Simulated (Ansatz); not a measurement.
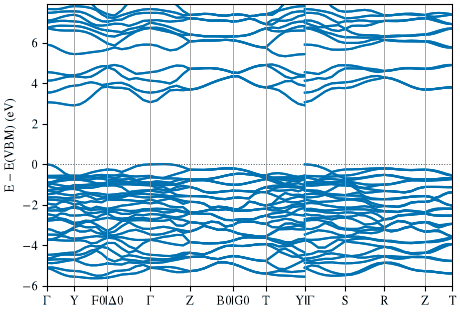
*Band structure from DFT-r²SCAN with spin–orbit coupling in the program Ansatz with PAW potentials*

### Question
Read off the gap and where the band edges lie.

### Answer
About 2.9 eV (2.90 eV by a search for the band edges); maximum on the Γ–Z line, 35 % of the way from Γ, minimum at Y.

The material is SiBi2O5 in space group Cmcm (No. 63; Pearson symbol oS32).

The start of the workflow was typed in or built on a structure type; neither database checked (COD, Materials Project) lists it. Whether it is the stable phase at ambient conditions was not checked. Symmetry was held in the r²SCAN relaxation; whether a distortion lowers the energy is not shown.

Potentials: the earlier of the program's two PAW sets.
